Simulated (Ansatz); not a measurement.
# C2H4BN (SMILES CB=C=N): one structure at several levels

The atoms stand at a structure displaced at random from a GFN2-xTB minimum. How far do the functionals agree with CCSD(T) there?

The runs use Ansatz 0.2.0, Gaussian basis; single points in def2-TZVPP.

Cores are frozen in the correlated methods. B3LYP uses VWN-RPA correlation.

### Step 1. The starting structure

SMILES `CB=C=N`, 8 atoms, charge 0, spin multiplicity 1.

Atoms are counted from 1 here; the program's logs count them from 0.

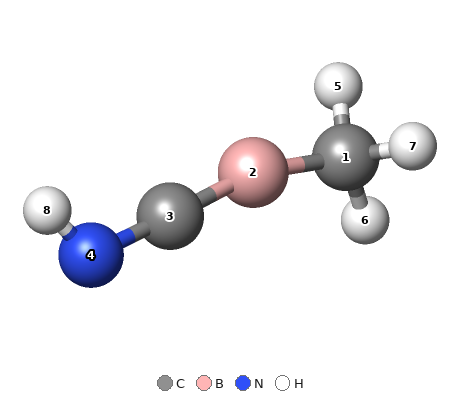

As it starts; carbon grey, boron pink, nitrogen blue, hydrogen white; atoms are numbered from 1 in the order of the file.

Geometry (Å):

```xyz
8

C     0.6962    1.0971    0.6590
B    -0.0633    0.0933   -0.0402
C    -0.6206   -1.1370   -0.5262
N    -1.0575   -2.2271   -1.0419
H     0.6053    1.9427    0.1662
H     1.7577    0.8989    0.8829
H     0.2914    1.3419    1.5184
H    -1.7209   -2.1778   -1.5828
```

### Step 2. CCSD(T)/def2-TZVPP

Input file run/in.yaml:

```yaml
crystal:
  periodic: [false, false, false]
  atoms:
    - {symbol: C, position_ang: [0.696200, 1.097100, 0.659000]}
    - {symbol: B, position_ang: [-0.063300, 0.093300, -0.040200]}
    - {symbol: C, position_ang: [-0.620600, -1.137000, -0.526200]}
    - {symbol: N, position_ang: [-1.057500, -2.227100, -1.041900]}
    - {symbol: H, position_ang: [0.605300, 1.942700, 0.166200]}
    - {symbol: H, position_ang: [1.757700, 0.898900, 0.882900]}
    - {symbol: H, position_ang: [0.291400, 1.341900, 1.518400]}
    - {symbol: H, position_ang: [-1.720900, -2.177800, -1.582800]}
basis:
  gaussian: {orbitals: def2-TZVPP}
correlation: {method: ccsd_t}
output: {forces: true}
```

The command line of these runs was not kept.

### Step 3. PBE0-D4/def2-TZVPP

run/in.yaml: that of step 2 with these lines changed.

```diff
@@ -13,3 +13,3 @@
   gaussian: {orbitals: def2-TZVPP}
-correlation: {method: ccsd_t}
-output: {forces: true}
+hamiltonian: {xc: pbe0, dispersion: d4}
+output: {forces: true, orbitals: {seedname: orbitals}}
```

### Step 4. wB97M-V/def2-TZVPP

run/in.yaml: that of step 3 with these lines changed.

```diff
@@ -13,3 +13,3 @@
   gaussian: {orbitals: def2-TZVPP}
-hamiltonian: {xc: pbe0, dispersion: d4}
-output: {forces: true, orbitals: {seedname: orbitals}}
+hamiltonian: {xc: {name: wB97M-V}}
+output: {forces: true}
```

### Step 5. r2SCAN-D4/def2-TZVPP

run/in.yaml: that of step 4 with these lines changed.

```diff
@@ -13,3 +13,3 @@
   gaussian: {orbitals: def2-TZVPP}
-hamiltonian: {xc: {name: wB97M-V}}
+hamiltonian: {xc: r2scan, dispersion: d4}
 output: {forces: true}
```

### Step 6. PBE-D4/def2-TZVPP

run/in.yaml: that of step 5 with these lines changed.

```diff
@@ -13,3 +13,3 @@
   gaussian: {orbitals: def2-TZVPP}
-hamiltonian: {xc: r2scan, dispersion: d4}
+hamiltonian: {xc: pbe, dispersion: d4}
 output: {forces: true}
```

### Step 7. r2SCANh-D4/def2-TZVPP

run/in.yaml: that of step 6 with these lines changed.

```diff
@@ -13,3 +13,3 @@
   gaussian: {orbitals: def2-TZVPP}
-hamiltonian: {xc: pbe, dispersion: d4}
+hamiltonian: {xc: {name: r2SCANh}, dispersion: d4}
 output: {forces: true}
```

### Step 8. B3LYP-D4/def2-TZVPP

run/in.yaml: that of step 7 with these lines changed.

```diff
@@ -13,3 +13,3 @@
   gaussian: {orbitals: def2-TZVPP}
-hamiltonian: {xc: {name: r2SCANh}, dispersion: d4}
+hamiltonian: {xc: {name: B3LYP}, dispersion: d4}
 output: {forces: true}
```

(Steps that only read results are left out.)

What does the calculation give? Wanted: energy less free atoms, CCSD(T)/def2-TZVPP; RMS force component; RMS force error; HOMO and LUMO, PBE0-D4; T1 diagnostic.

The runs gave:

| quantity | value |
| --- | --- |
| energy less free atoms, CCSD(T)/def2-TZVPP | -29.661 eV |
| RMS force component | 4.174 to 4.277 eV/Å over the methods |
| RMS force error | PBE0-D4 0.350, wB97M-V 0.288, r2SCAN-D4 0.297, PBE-D4 0.284, r2SCANh-D4 0.336, B3LYP-D4 0.274 eV/Å |
| HOMO and LUMO, PBE0-D4 | -5.34 and -2.79 eV |
| T1 diagnostic | 0.016 |

Against CCSD(T) the functionals' energies less atoms differ by -2.391 to -1.026 eV, PBE-D4 by -2.391 eV. The reference is not at the basis limit: in triple zeta CCSD(T) underbinds, which counts against methods that bind more; the gaps are no ranking. On forces the order runs from B3LYP-D4 to PBE0-D4. Frozen-core CCSD(T) forces in triple zeta carry basis errors of their own, and this is one geometry, so small gaps rank nothing. The restricted Hartree–Fock reference is unstable towards an unrestricted one at one or more of these structures.
